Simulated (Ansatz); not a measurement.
SnO2: response to strain

The reference is SnO2 in the rutile structure (space group P4_2/mnm, No. 136; a = 4.828 Å, c = 3.238 Å). Axes: x, y, z lie along a, b, c of the conventional cell.

Strains are applied to the cell and any free atomic positions relax.

All numbers come from Ansatz (a quantum-chemistry and plane-wave program), PBE, PAW, cutoff 420 eV, no SOC.

Notes on the quantities. pressure: mean of the normal stresses, compression positive.

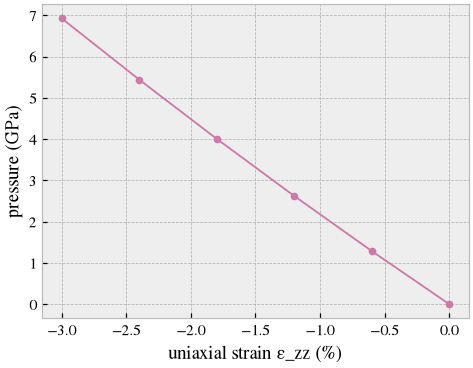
*Pressure against uniaxial strain ε_zz*

Q: From the plot, what is the pressure for uniaxial strain ε_zz = −1.20 %?

A: About 2.6 GPa.

Q: Is the trend monotonic over the range shown?

A: Yes, it falls throughout, spanning 0.00 GPa to 6.92 GPa.

Whether these cells are dynamically stable was not tested.
